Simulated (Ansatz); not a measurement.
Base system: Ge2Sb2Te5 (space group P-3m1, No. 164; a = 4.2236 Å, c = 16.8718 Å). Axes: x lies along a and z along c of the hexagonal cell.

Structures relaxed with PBEsol (Ansatz, a first-principles code, PAW, scalar-relativistic without spin-orbit coupling), earlier PAW set.

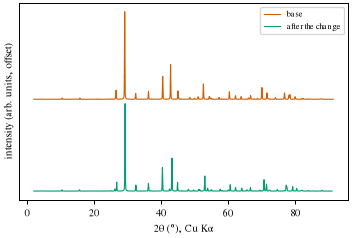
Figure. Simulated powder patterns before (top) and after one change

Task: Which change produced these results?
A) isotropic strain +1.42 %
B) biaxial strain −0.89 %, plane normal [001], relaxed out of plane
C) isotropic strain +0.62 %
D) strain tensor (xx, yy, zz, yz, xz, xy) = (+1.48, +0.79, −0.25, +0.11, −0.51, −0.42) %

Result: B, biaxial strain −0.89 %, plane normal [001], relaxed out of plane. Its volume per atom is 28.69 Å³ against 28.96 Å³, and its space group is P-3m1 (No. 164).

Whether these cells are dynamically stable was not tested.
